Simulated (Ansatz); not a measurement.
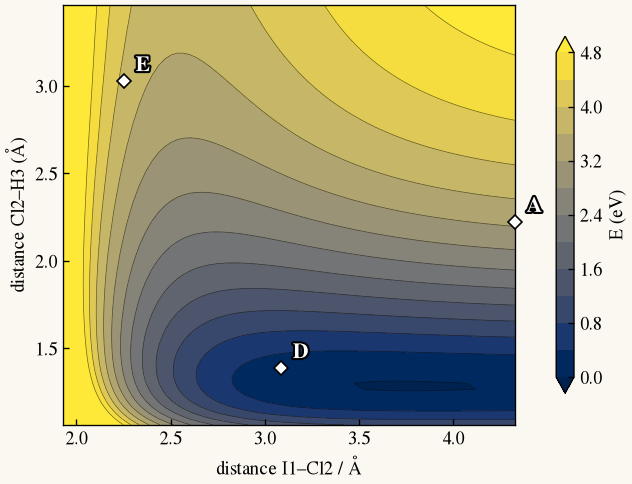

The system I⁻ + ClH. 
- First axis: distance I1–Cl2. Second axis: distance Cl2–H3.
- Nothing is relaxed (the angle I1–Cl2–H3 is fixed at 180 degrees).
- The scan uses a 15 × 15 grid.
- Points are written as (first, second).
- Energies: eV, counted from the lowest grid point.
- The reference is spin-restricted, so regions where a bond is pulled apart into radicals lie too high.
- Computed with RKS PBE0-D4/def2-TZVPD in Ansatz.

The picture shows filled contours, one colour for all values above the top of the scale, lettered points. Between grid points the surface is interpolated.

### Is E the lowest point of the computed grid?

No. E lies 3.90 eV above the lowest grid point, which is at (3.892 Å, 1.255 Å).

### Rank the lettered points by energy, lowest first.

D (0.21 eV), A (3.27 eV), E (3.90 eV).
